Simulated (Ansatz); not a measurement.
The starting structures come from a database of crystals and need not be the phases stable at ambient conditions.

 Where the default PAW files enter, the runs use the earlier of Ansatz's two default sets.

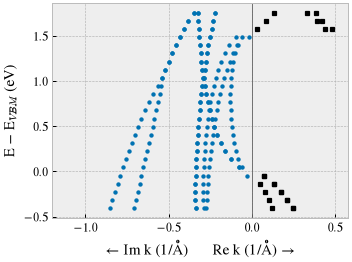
Figure. Complex bands at the centre of the two-dimensional zone; r2SCAN (Ansatz, a quantum-chemistry and plane-wave program)

The gap is the functional's own, uncorrected, and κ follows it; spin-orbit coupling is left out. Mid-gap values are interpolated between the computed energies.

Problem. This is Zn(GaTe2)2 (I-4, not sure to be the ambient phase, 7 atoms a cell, 30.8 Å³ an atom) along the normal of (001). Read off the slowest decay at the centre of the two-dimensional zone at 0.77 eV, the computed energy nearest the middle of the gap.

Solution. κ ≈ 0.13 1/Å, a decay length 1/(2κ) of the density of 3.9 Å.
